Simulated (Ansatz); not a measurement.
Input file:

```
crystal:
  periodic: [false, false, false]
  atoms:
    - {symbol: C, position_ang: [-2.960421, 0.805012, -3.234592]}
    - {symbol: O, position_ang: [-2.410207, 1.742067, -3.747993]}
    - {symbol: S, position_ang: [-4.733979, 0.772455, -3.123742]}
    - {symbol: H, position_ang: [-2.441948, -0.071335, -2.809220]}
basis:
  gaussian:
    orbitals: def2-TZVPD
hamiltonian:
  xc: {name: PBE0}
output: {forces: true, orbitals: {seedname: orbitals}}
magnetization:
  spin_polarized: true
  initial_magnetization: 1
```

Command:

```sh
ansatz run input.yaml --threads 1 --pin off --max-ram 2610MiB --events-out events.jsonl --progress --plain --runs-dir runs
```

Geometry: B3LYP-D3(BJ)/6-311G**.

The calculation used isolated molecule in a Gaussian basis; Kohn-Sham density functional theory, functional PBE0 (Ansatz 0.2.0).

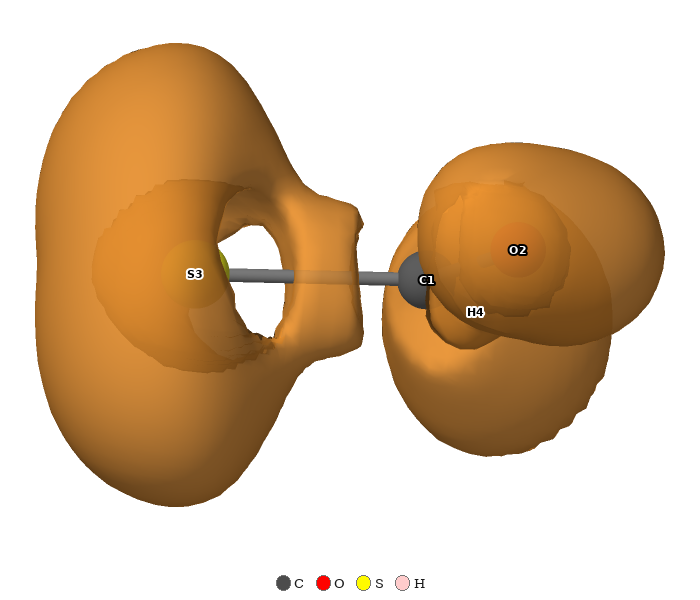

CHOS (SMILES O=C[S]) (doublet). Isosurface of the electron localisation function at 0.75 (orange), seen from one side. Core shells and regions of very low density are left out.

Question: What do the ELF domains correspond to?

Answer: At this value the surface marks out one region around a hydrogen nucleus, one region on O in which the atom's valence shell and bonds are merged and one region on S in which the atom's valence shell and bonds are merged. Profiles from the grid: C–O (1.20 Å): the ELF peaks at about 0.85 between the atoms; a multiple bond. C–S (1.78 Å): the ELF peaks at about 0.90 between the atoms: a shared electron pair.
